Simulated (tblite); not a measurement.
C₄H₁₂Ge₂: geometry relaxation

C₄H₁₂Ge₂, SMILES [GeH3][CH2][GeH2][CH]1CC1, computed with GFN2-xTB geometry optimisation, gas phase (tblite 0.8.0).

It belongs to a series of runs on one base structure; here: constitutional isomer.

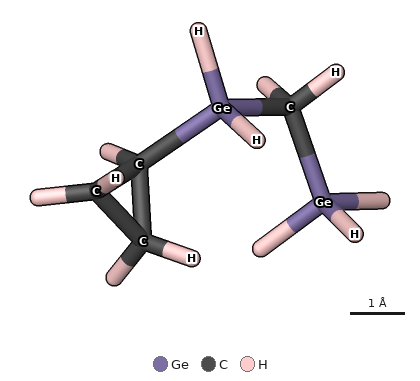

Figure 1. The input geometry (stick view, seen at a tilt). Sticks mark near contacts. Bond lengths as drawn: C–C 1.51 Å, C–Ge 1.93 to 1.96 Å, C–H 1.10 to 1.12 Å and Ge–H 1.54 to 1.56 Å.

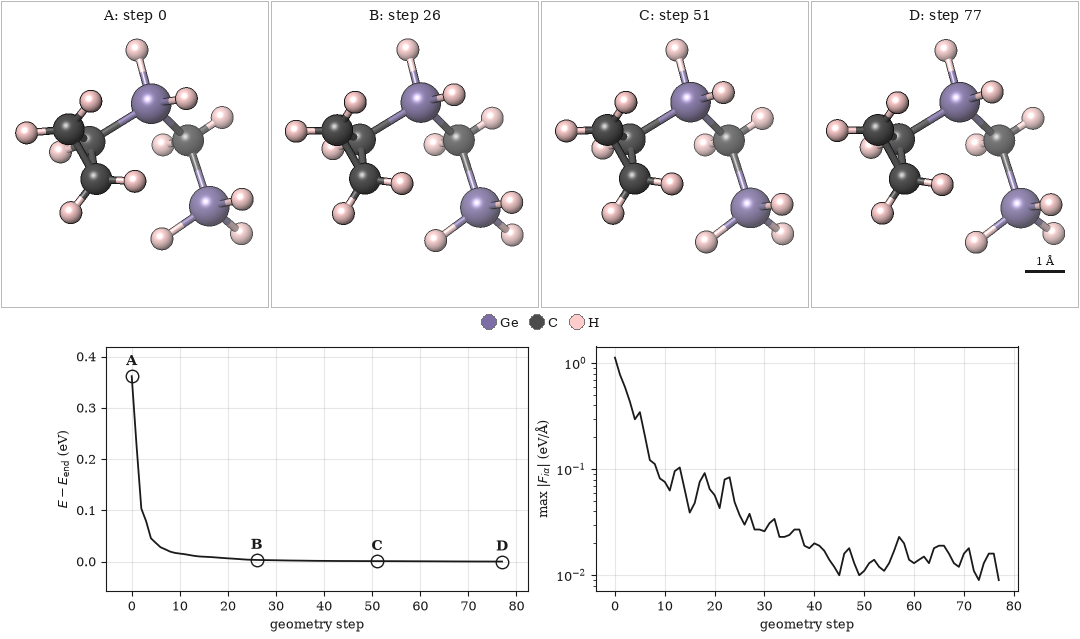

Figure 2. Frames of the relaxation (ball-and-stick view, seen at a tilt) above the curves, on which the letters mark them (steps are counted from 0).

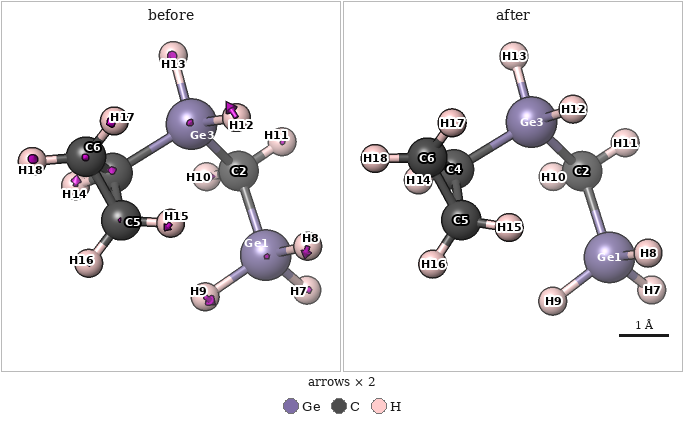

Figure 3. Before (left) and after (right) the relaxation, at one scale (ball-and-stick view, seen at a tilt). The pink arrows give the displacements, magnified 2 times. H12 moves most after the best rigid fit: 0.22 Å. By element the largest moves are H 0.22 Å, C 0.10 Å, Ge 0.08 Å. Among the contacts that change: Ge1–H8 1.559 → 1.495 Å, Ge1–H7 1.557 → 1.500 Å, Ge1–H9 1.546 → 1.493 Å, Ge3–H12 1.552 → 1.506 Å. Among the angles that change: H17–C6–H18 121.9° → 113.7°, Ge3–C4–C6 113.4° → 119.6°, Ge3–C4–H14 121.7° → 115.8°. After 77 geometry steps the energy has fallen by 0.362 eV. The largest force component goes from 1.1 to 0.009 eV/Å. (Atoms are counted from 1 in the order of the input.)

The input and output of the run follow.

Input file
```
{"job": {"kind": "relax", "xc": "GFN2-xTB", "basis": "xTB"}, "charge": 0, "multiplicity": 1}
Ge    -2.368600     0.174600    -0.645000
C     -1.482500    -1.463900    -0.140600
Ge     0.137900    -1.050800     0.884300
C      1.374200    -0.043800    -0.255400
C      1.230500     1.456100    -0.147800
C      2.392200     0.761400     0.524600
H     -3.699000    -0.162800    -1.379100
H     -2.677000     1.017700     0.629300
H     -1.455700     0.989100    -1.590600
H     -1.207000    -2.040800    -1.036600
H     -2.161000    -2.080200     0.496200
H     -0.255300    -0.209500     2.128200
H      0.797300    -2.363900     1.348900
H      1.724200    -0.442600    -1.229900
H      0.451900     1.840700     0.547500
H      1.506900     2.003300    -1.070000
H      2.314900     0.729800     1.637700
H      3.367500     0.891700     0.006700
```

The first line tells a small driver script what to run in tblite; the rest is the geometry in Å.

Launched with:
```bash
OMP_NUM_THREADS=1 python <driver script> task.json out
```

What the program printed
```
step      E/eV     max force
  0    -502.41194    1.276
  1    -502.54632    0.932
  2    -502.67029    0.634
  3    -502.69502    0.442
  4    -502.72823    0.330
  5    -502.73716    0.361
  6    -502.74570    0.209
  7    -502.74988    0.153
  8    -502.75429    0.162
  9    -502.75673    0.094
 10    -502.75808    0.097
 11    -502.75927    0.085
 12    -502.76089    0.129
 13    -502.76252    0.120
 14    -502.76362    0.072
 15    -502.76419    0.045
 16    -502.76464    0.061
 17    -502.76523    0.093
 18    -502.76596    0.109
 19    -502.76671    0.078
 20    -502.76735    0.060
 21    -502.76793    0.057
 22    -502.76857    0.098
 23    -502.76927    0.101
 24    -502.76987    0.070
 25    -502.77025    0.046
 26    -502.77048    0.038
 27    -502.77065    0.047
 28    -502.77080    0.038
 29    -502.77095    0.038
 30    -502.77110    0.041
 31    -502.77127    0.044
 32    -502.77145    0.045
 33    -502.77160    0.027
 34    -502.77171    0.030
 35    -502.77180    0.030
 36    -502.77192    0.031
 37    -502.77205    0.032
 38    -502.77218    0.025
 39    -502.77226    0.021
 40    -502.77233    0.022
 41    -502.77240    0.021
 42    -502.77248    0.018
 43    -502.77254    0.014
 44    -502.77258    0.012
 45    -502.77260    0.013
 46    -502.77264    0.017
 47    -502.77268    0.018
 48    -502.77271    0.013
 49    -502.77273    0.012
 50    -502.77275    0.011
 51    -502.77278    0.013
 52    -502.77281    0.015
 53    -502.77285    0.013
 54    -502.77287    0.014
 55    -502.77289    0.014
 56    -502.77293    0.019
 57    -502.77298    0.024
 58    -502.77303    0.021
 59    -502.77307    0.015
 60    -502.77310    0.014
 61    -502.77313    0.017
 62    -502.77316    0.019
 63    -502.77320    0.017
 64    -502.77324    0.018
 65    -502.77329    0.019
 66    -502.77334    0.021
 67    -502.77339    0.019
 68    -502.77342    0.014
 69    -502.77345    0.014
 70    -502.77348    0.016
 71    -502.77351    0.019
 72    -502.77353    0.012
 73    -502.77354    0.011
 74    -502.77356    0.016
 75    -502.77359    0.017
 76    -502.77361    0.017
 77    -502.77363    0.009
```

Trajectory as extended XYZ (Å, eV, eV/Å), 12 of the 78 frames kept, from step=0 to step=77
```
18
Properties=species:S:1:pos:R:3:forces:R:3 step=0 energy=-502.41194
Ge   -2.3686    0.1746   -0.6450   -0.4400   0.7650  -0.2370
C    -1.4825   -1.4639   -0.1406   -0.2470  -0.8640   0.3540
Ge    0.1379   -1.0508    0.8843    0.1460  -0.2420   0.0790
C     1.3742   -0.0438   -0.2554    0.2570   0.2030   0.2690
C     1.2305    1.4561   -0.1478    0.4800  -0.1570  -0.1050
C     2.3922    0.7614    0.5246   -0.1240   0.3060  -0.3230
H    -3.6990   -0.1628   -1.3791    0.5080   0.2730   0.3030
H    -2.6770    1.0177    0.6293    0.0840  -0.3240  -0.6890
H    -1.4557    0.9891   -1.5906   -0.5010  -0.2430   0.3840
H    -1.2070   -2.0408   -1.0366   -0.1910   0.0730   0.3500
H    -2.1610   -2.0802    0.4962    0.4140   0.2810  -0.5680
H    -0.2553   -0.2095    2.1282    0.2920  -0.3120  -0.4330
H     0.7973   -2.3639    1.3489   -0.1560   0.2850   0.0440
H     1.7242   -0.4426   -1.2299   -0.4100   0.2090   0.7760
H     0.4519    1.8407    0.5475    0.5900  -0.0640  -0.9840
H     1.5069    2.0033   -1.0700   -0.6390  -0.0230   0.8900
H     2.3149    0.7298    1.6377    0.5870  -0.0770  -1.1300
H     3.3675    0.8917    0.0067   -0.6520  -0.0880   1.0200
18
Properties=species:S:1:pos:R:3:forces:R:3 step=7 energy=-502.74988
Ge   -2.3783    0.1771   -0.6509   -0.0560   0.0590  -0.0230
C    -1.4940   -1.4800   -0.1328    0.0480  -0.0620  -0.0090
Ge    0.1398   -1.0812    0.8736    0.0830  -0.0040  -0.0220
C     1.3766   -0.0397   -0.2149    0.0400   0.0220  -0.0010
C     1.2474    1.4529   -0.1564    0.0840   0.0940   0.0800
C     2.4004    0.7775    0.5134    0.0090   0.1220   0.0190
H    -3.6635   -0.1162   -1.3548   -0.0800   0.0330  -0.0360
H    -2.6812    1.0031    0.5532   -0.0390   0.0510   0.0060
H    -1.5180    0.9826   -1.5600   -0.0130   0.0510  -0.0510
H    -1.2327   -2.0521   -1.0181   -0.0190  -0.0930  -0.1050
H    -2.1612   -2.0910    0.4656   -0.1050  -0.0930   0.0620
H    -0.2042   -0.2530    2.0792    0.0350  -0.0050   0.0700
H     0.7872   -2.3479    1.3714    0.0090  -0.0720   0.0440
H     1.6795   -0.4526   -1.1694   -0.0040  -0.0430   0.0070
H     0.4675    1.8694    0.4720    0.0690  -0.0030  -0.0280
H     1.4424    2.0405   -1.0451   -0.0200  -0.0980   0.0470
H     2.3953    0.7248    1.5961    0.0380   0.0510  -0.0730
H     3.3882    0.8921    0.0863   -0.0780  -0.0110   0.0140
18
Properties=species:S:1:pos:R:3:forces:R:3 step=14 energy=-502.76362
Ge   -2.3912    0.1750   -0.6585   -0.0020  -0.0040  -0.0100
C    -1.5001   -1.4976   -0.1413    0.0040  -0.0210   0.0310
Ge    0.1487   -1.0959    0.8747   -0.0640  -0.0300  -0.0160
C     1.3866   -0.0351   -0.1967    0.0230   0.0100  -0.0220
C     1.2570    1.4596   -0.1502    0.0160   0.0190   0.0160
C     2.4128    0.7953    0.5153    0.0200   0.0010   0.0170
H    -3.6880   -0.0931   -1.3639   -0.0010  -0.0060   0.0040
H    -2.6986    1.0187    0.5389    0.0000  -0.0250  -0.0200
H    -1.5414    0.9969   -1.5736   -0.0260  -0.0270   0.0020
H    -1.2547   -2.0810   -1.0302    0.0070   0.0540   0.0290
H    -2.1722   -2.1096    0.4622    0.0230   0.0590  -0.0060
H    -0.1796   -0.2733    2.0949   -0.0140  -0.0360   0.0110
H     0.7884   -2.3702    1.3866   -0.0190   0.0040  -0.0340
H     1.6831   -0.4514   -1.1512    0.0280  -0.0320  -0.0230
H     0.4848    1.8842    0.4774   -0.0020   0.0180   0.0150
H     1.4426    2.0272   -1.0509   -0.0140  -0.0240  -0.0060
H     2.4180    0.7541    1.5955    0.0250   0.0410   0.0260
H     3.3951    0.9024    0.0793   -0.0040  -0.0020  -0.0150
18
Properties=species:S:1:pos:R:3:forces:R:3 step=21 energy=-502.76793
Ge   -2.4045    0.1704   -0.6665   -0.0030   0.0270  -0.0050
C    -1.5051   -1.4902   -0.1396    0.0110  -0.0240   0.0120
Ge    0.1478   -1.0992    0.8717   -0.0430  -0.0280   0.0240
C     1.3970   -0.0355   -0.1841    0.0170   0.0130   0.0230
C     1.2645    1.4599   -0.1452   -0.0110   0.0060  -0.0310
C     2.4237    0.8036    0.5196    0.0260   0.0160  -0.0100
H    -3.7027   -0.0927   -1.3666   -0.0190  -0.0370  -0.0050
H    -2.7087    1.0134    0.5269   -0.0130   0.0230   0.0260
H    -1.5626    0.9889   -1.5866    0.0100   0.0050  -0.0240
H    -1.2583   -2.0723   -1.0280   -0.0130   0.0000   0.0230
H    -2.1768   -2.0965    0.4699    0.0380   0.0260  -0.0270
H    -0.1817   -0.3085    2.1100   -0.0100   0.0080   0.0180
H     0.7751   -2.3841    1.3661   -0.0010  -0.0240  -0.0360
H     1.7018   -0.4550   -1.1371   -0.0110  -0.0010   0.0350
H     0.5008    1.8940    0.4863   -0.0240  -0.0160  -0.0080
H     1.4396    2.0121   -1.0561    0.0000   0.0360  -0.0190
H     2.4430    0.7913    1.6006    0.0020  -0.0260  -0.0030
H     3.3982    0.9068    0.0672    0.0410  -0.0050   0.0070
18
Properties=species:S:1:pos:R:3:forces:R:3 step=28 energy=-502.77080
Ge   -2.4155    0.1751   -0.6723    0.0050  -0.0040   0.0010
C    -1.5056   -1.4782   -0.1391    0.0010  -0.0170   0.0060
Ge    0.1453   -1.1016    0.8775    0.0270   0.0180  -0.0020
C     1.4058   -0.0328   -0.1680    0.0070  -0.0020  -0.0010
C     1.2721    1.4633   -0.1463   -0.0260  -0.0220  -0.0170
C     2.4363    0.8154    0.5201   -0.0040  -0.0180   0.0030
H    -3.7147   -0.1099   -1.3665    0.0060  -0.0140   0.0090
H    -2.7207    1.0182    0.5232   -0.0060   0.0210  -0.0130
H    -1.5764    0.9849   -1.6045   -0.0110   0.0150  -0.0030
H    -1.2624   -2.0676   -1.0230    0.0020   0.0070  -0.0050
H    -2.1742   -2.0829    0.4735   -0.0020   0.0060   0.0000
H    -0.1891   -0.3328    2.1298    0.0100  -0.0080   0.0050
H     0.7643   -2.4056    1.3337   -0.0010   0.0020  -0.0100
H     1.7110   -0.4635   -1.1157   -0.0120   0.0010   0.0090
H     0.5057    1.8941    0.4845   -0.0010   0.0080   0.0030
H     1.4356    2.0114   -1.0627    0.0160   0.0030   0.0010
H     2.4624    0.8103    1.6007   -0.0050  -0.0010   0.0110
H     3.4111    0.9084    0.0634   -0.0050   0.0050   0.0030
18
Properties=species:S:1:pos:R:3:forces:R:3 step=35 energy=-502.77180
Ge   -2.4158    0.1768   -0.6728   -0.0140   0.0100  -0.0070
C    -1.5016   -1.4737   -0.1360   -0.0240   0.0170  -0.0060
Ge    0.1481   -1.1022    0.8810    0.0190   0.0040  -0.0050
C     1.4082   -0.0349   -0.1637   -0.0070   0.0120  -0.0060
C     1.2722    1.4608   -0.1478    0.0010   0.0030   0.0010
C     2.4365    0.8168    0.5227    0.0020  -0.0140   0.0020
H    -3.7143   -0.1282   -1.3594    0.0000  -0.0040   0.0000
H    -2.7294    1.0347    0.5104    0.0010   0.0000   0.0000
H    -1.5913    0.9927   -1.6132   -0.0020  -0.0040  -0.0060
H    -1.2623   -2.0621   -1.0219    0.0090   0.0070   0.0080
H    -2.1731   -2.0758    0.4757   -0.0020  -0.0020   0.0020
H    -0.1824   -0.3472    2.1422    0.0120  -0.0070   0.0000
H     0.7626   -2.4137    1.3146    0.0160  -0.0150   0.0140
H     1.7107   -0.4708   -1.1098    0.0060   0.0120   0.0070
H     0.5065    1.8961    0.4810   -0.0080  -0.0010  -0.0050
H     1.4431    2.0087   -1.0631   -0.0050  -0.0070  -0.0070
H     2.4632    0.8156    1.6034   -0.0100  -0.0050   0.0040
H     3.4104    0.9128    0.0652    0.0050  -0.0040   0.0050
18
Properties=species:S:1:pos:R:3:forces:R:3 step=42 energy=-502.77248
Ge   -2.4213    0.1822   -0.6755    0.0070  -0.0120   0.0080
C    -1.5019   -1.4643   -0.1314    0.0030   0.0120  -0.0080
Ge    0.1542   -1.1067    0.8817   -0.0070  -0.0050   0.0150
C     1.4092   -0.0351   -0.1630   -0.0050  -0.0090   0.0020
C     1.2719    1.4598   -0.1492    0.0140   0.0060   0.0100
C     2.4351    0.8160    0.5263   -0.0070   0.0170  -0.0020
H    -3.7179   -0.1423   -1.3561   -0.0040   0.0090  -0.0010
H    -2.7358    1.0480    0.5014   -0.0040  -0.0010   0.0020
H    -1.6037    0.9956   -1.6241   -0.0010  -0.0080  -0.0070
H    -1.2594   -2.0514   -1.0171   -0.0030  -0.0020  -0.0110
H    -2.1740   -2.0689    0.4768   -0.0060   0.0000   0.0110
H    -0.1668   -0.3617    2.1514    0.0120   0.0010  -0.0010
H     0.7702   -2.4226    1.3075   -0.0010   0.0080  -0.0070
H     1.7150   -0.4697   -1.1080    0.0090  -0.0040  -0.0110
H     0.5032    1.8974    0.4747    0.0050  -0.0110  -0.0050
H     1.4456    2.0038   -1.0666   -0.0020  -0.0030   0.0060
H     2.4569    0.8143    1.6075   -0.0070   0.0010  -0.0110
H     3.4108    0.9119    0.0722   -0.0030   0.0010   0.0110
18
Properties=species:S:1:pos:R:3:forces:R:3 step=49 energy=-502.77273
Ge   -2.4232    0.1829   -0.6755   -0.0020   0.0020  -0.0020
C    -1.5019   -1.4611   -0.1305    0.0000   0.0050   0.0050
Ge    0.1561   -1.1074    0.8825    0.0010  -0.0010  -0.0060
C     1.4107   -0.0363   -0.1635    0.0060  -0.0030   0.0000
C     1.2723    1.4587   -0.1502    0.0010   0.0000   0.0000
C     2.4340    0.8165    0.5279   -0.0030   0.0060   0.0050
H    -3.7206   -0.1424   -1.3542   -0.0060   0.0010   0.0010
H    -2.7398    1.0518    0.4985    0.0040   0.0010   0.0000
H    -1.6096    0.9913   -1.6316    0.0040   0.0010   0.0000
H    -1.2607   -2.0473   -1.0176   -0.0040  -0.0050   0.0100
H    -2.1745   -2.0639    0.4795    0.0020  -0.0070  -0.0010
H    -0.1547   -0.3657    2.1570    0.0020   0.0000  -0.0090
H     0.7730   -2.4246    1.3011   -0.0030   0.0000  -0.0050
H     1.7197   -0.4703   -1.1079    0.0020  -0.0060  -0.0030
H     0.5015    1.8942    0.4722    0.0000  -0.0010  -0.0020
H     1.4459    2.0023   -1.0676    0.0020   0.0020   0.0010
H     2.4506    0.8150    1.6089   -0.0010   0.0010   0.0050
H     3.4122    0.9127    0.0794   -0.0060   0.0030   0.0000
18
Properties=species:S:1:pos:R:3:forces:R:3 step=56 energy=-502.77293
Ge   -2.4261    0.1839   -0.6766   -0.0040   0.0080   0.0000
C    -1.5045   -1.4583   -0.1279    0.0070  -0.0160   0.0070
Ge    0.1583   -1.1080    0.8791   -0.0040  -0.0040  -0.0170
C     1.4146   -0.0376   -0.1647    0.0070   0.0030  -0.0010
C     1.2726    1.4572   -0.1515   -0.0090  -0.0030  -0.0070
C     2.4323    0.8184    0.5317    0.0040  -0.0060   0.0010
H    -3.7267   -0.1405   -1.3509    0.0040   0.0000   0.0030
H    -2.7391    1.0566    0.4961    0.0070   0.0010  -0.0050
H    -1.6118    0.9875   -1.6373   -0.0040  -0.0040   0.0080
H    -1.2644   -2.0476   -1.0133   -0.0040   0.0000  -0.0010
H    -2.1738   -2.0628    0.4843   -0.0010   0.0100   0.0000
H    -0.1430   -0.3680    2.1553   -0.0070   0.0060   0.0090
H     0.7726   -2.4279    1.2902    0.0010  -0.0090   0.0010
H     1.7281   -0.4734   -1.1070    0.0050   0.0090   0.0030
H     0.4981    1.8895    0.4682   -0.0090   0.0040  -0.0010
H     1.4484    2.0024   -1.0672    0.0030   0.0030  -0.0050
H     2.4441    0.8174    1.6127    0.0010  -0.0020   0.0060
H     3.4116    0.9176    0.0871    0.0050   0.0010   0.0000
18
Properties=species:S:1:pos:R:3:forces:R:3 step=63 energy=-502.77320
Ge   -2.4279    0.1842   -0.6753    0.0060  -0.0010   0.0000
C    -1.5074   -1.4585   -0.1251    0.0020   0.0000  -0.0010
Ge    0.1619   -1.1110    0.8714    0.0050   0.0010   0.0090
C     1.4215   -0.0384   -0.1677   -0.0110   0.0020  -0.0050
C     1.2711    1.4555   -0.1549    0.0050   0.0000   0.0040
C     2.4287    0.8223    0.5378    0.0010  -0.0120  -0.0020
H    -3.7317   -0.1377   -1.3435   -0.0010  -0.0020   0.0020
H    -2.7310    1.0652    0.4926    0.0000   0.0020   0.0110
H    -1.6145    0.9813   -1.6403    0.0060   0.0050  -0.0110
H    -1.2740   -2.0517   -1.0095   -0.0090  -0.0030  -0.0020
H    -2.1755   -2.0573    0.4938    0.0010   0.0020   0.0000
H    -0.1326   -0.3693    2.1505   -0.0030  -0.0130  -0.0100
H     0.7718   -2.4358    1.2774    0.0000   0.0070   0.0020
H     1.7448   -0.4714   -1.1077    0.0020  -0.0010   0.0020
H     0.4882    1.8830    0.4582    0.0010   0.0020  -0.0050
H     1.4537    2.0030   -1.0683   -0.0040  -0.0040   0.0030
H     2.4333    0.8173    1.6191   -0.0040   0.0090  -0.0030
H     3.4108    0.9256    0.0999    0.0040   0.0070   0.0050
18
Properties=species:S:1:pos:R:3:forces:R:3 step=70 energy=-502.77348
Ge   -2.4258    0.1878   -0.6737    0.0020  -0.0090  -0.0030
C    -1.5096   -1.4579   -0.1236   -0.0110   0.0070  -0.0080
Ge    0.1666   -1.1163    0.8619    0.0030   0.0000   0.0160
C     1.4279   -0.0392   -0.1706   -0.0010  -0.0020   0.0020
C     1.2705    1.4538   -0.1587    0.0000   0.0000  -0.0020
C     2.4252    0.8257    0.5440   -0.0050   0.0100  -0.0010
H    -3.7344   -0.1369   -1.3316   -0.0010   0.0050   0.0020
H    -2.7212    1.0737    0.4934    0.0080  -0.0020  -0.0020
H    -1.6166    0.9764   -1.6501    0.0000   0.0030   0.0010
H    -1.2913   -2.0581   -1.0069    0.0030   0.0000  -0.0040
H    -2.1765   -2.0481    0.5049   -0.0020   0.0010   0.0040
H    -0.1265   -0.3809    2.1443   -0.0020  -0.0030  -0.0040
H     0.7728   -2.4424    1.2660    0.0100  -0.0040  -0.0020
H     1.7622   -0.4701   -1.1075   -0.0020  -0.0060  -0.0010
H     0.4795    1.8781    0.4462    0.0050  -0.0010   0.0000
H     1.4580    2.0013   -1.0710    0.0000   0.0010   0.0000
H     2.4195    0.8227    1.6253   -0.0040   0.0010  -0.0020
H     3.4110    0.9366    0.1161   -0.0040  -0.0030   0.0010
18
Properties=species:S:1:pos:R:3:forces:R:3 step=77 energy=-502.77363
Ge   -2.4239    0.1888   -0.6745    0.0020   0.0040   0.0040
C    -1.5108   -1.4575   -0.1232    0.0000   0.0000  -0.0020
Ge    0.1698   -1.1210    0.8589   -0.0060   0.0010  -0.0070
C     1.4303   -0.0399   -0.1710    0.0020  -0.0030   0.0030
C     1.2693    1.4527   -0.1628   -0.0040  -0.0010   0.0020
C     2.4214    0.8293    0.5477   -0.0020   0.0020   0.0000
H    -3.7378   -0.1327   -1.3234    0.0020   0.0040   0.0010
H    -2.7092    1.0775    0.4927    0.0030   0.0030   0.0030
H    -1.6182    0.9755   -1.6554    0.0010  -0.0010  -0.0020
H    -1.3000   -2.0616   -1.0058    0.0070  -0.0050   0.0030
H    -2.1778   -2.0413    0.5114    0.0000  -0.0040  -0.0040
H    -0.1246   -0.3889    2.1420    0.0010  -0.0010   0.0090
H     0.7799   -2.4478    1.2570   -0.0010   0.0040  -0.0030
H     1.7705   -0.4731   -1.1048    0.0010   0.0020   0.0000
H     0.4753    1.8755    0.4389   -0.0070   0.0040  -0.0030
H     1.4598    2.0004   -1.0744   -0.0010  -0.0050   0.0000
H     2.4077    0.8282    1.6290    0.0020   0.0020  -0.0020
H     3.4095    0.9422    0.1261   -0.0010  -0.0040   0.0000
```

Summary

| quantity | value |
| --- | --- |
| outcome | converged |
| total energy | −502.7736 eV |
| hardware | 1 CPU thread, shared host |
| wall time | 0.91 s |
| peak memory | 0.18 GiB |
